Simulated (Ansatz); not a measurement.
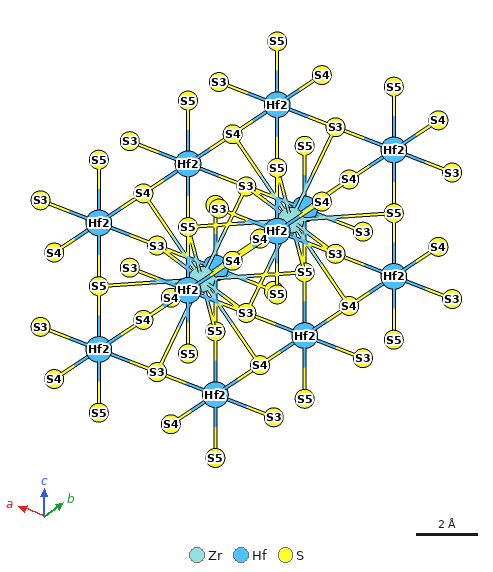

Starting structure of a crystal of HfZrS$_{3}$ (a generated structure, set up in Pm-3m). A ball-and-stick model of the cell of the calculation, repeated 1 × 2 × 1 with one cell outlined, seen from a free direction.

These are results of DFT PBE, scalar-relativistic, plane waves, PAW (Ansatz 0.2.0), not measurements.

Input
```yaml
crystal:
  lattice:
    - [4.8325831002, 0.0, 0.0]
    - [0.0, 4.8325831002, 0.0]
    - [0.0, 0.0, 4.8325831002]
  atoms:
    - { symbol: Zr, position: [0.5, 0.5, 0.5], spin: 1.52 }
    - { symbol: Hf, position: [0.0, 0.0, 0.0] }
    - { symbol: S, position: [0.5, 0.0, 0.0] }
    - { symbol: S, position: [0.0, 0.5, 0.0] }
    - { symbol: S, position: [0.0, 0.0, 0.5] }
basis:
  ecutwfc: 420
kpoints:
  mp_grid: { grid: [8, 8, 8] }
hamiltonian:
  xc: pbe
scf:
  occupations: { method: gaussian, width: 0.1 }
output:
  forces: true
  stress: true
  eigenvalues: true
  populations: true
  write_density: true
  write_potential: true
  elf: true
  volumetric_format: npy
magnetization:
  spin_polarized: true
relax:
  adjacent_minimum: "off"
  f_tol: 0.01
  max_steps: 80
  cell: { stress_tol: 0.05 }
```

Launched with:
```bash
ansatz run input.yaml --threads 1 --pin off --max-ram 2560MiB --backend cpu --events-out ev --progress --plain --runs-dir out
```

> What does the optimiser find from here?

After 2 accepted moves (3 points after the start) the energy has fallen by 8.3 meV per cell of the calculation. All forces vanish by symmetry, so only the cell relaxes. Pressure: 1.40 GPa at the start and 0.00 GPa at the end. At 1 point the geometry stayed and the basis and grid were re-selected for the new cell (energy shift of 0.3 meV per cell of the calculation at most each time). The atoms keep their places relative to the cell (all moves are under 0.005 Å). Cell: a = b = c 4.833 → 4.860 Å (+0.6 %). Volume +1.7 %. Near-neighbour distances that change, for instance: Zr1–S3 3.417 → 3.437 Å, Hf2–S3 2.416 → 2.430 Å. The space group stays Pm-3m (No. 221).

History of the run:

```csv
step,"E − E(0), meV/atom","pressure, GPa","volume, Å³/atom",note
0,0.00,1.40,22.572,
1,-1.56,-0.18,23.008,
2,-1.60,0.00,22.958,
3,-1.65,0.00,22.958,"same geometry, new basis"
```

The structure at the end:

```
Zr Hf S
1.0
     4.85996    0.00000    0.00000
     0.00000    4.85996    0.00000
     0.00000    0.00000    4.85996
Zr Hf S
1 1 3
Direct
  0.50000 0.50000 0.50000
  0.00000 0.00000 0.00000
  0.50000 0.00000 0.00000
  0.00000 0.50000 0.00000
  0.00000 0.00000 0.50000
```
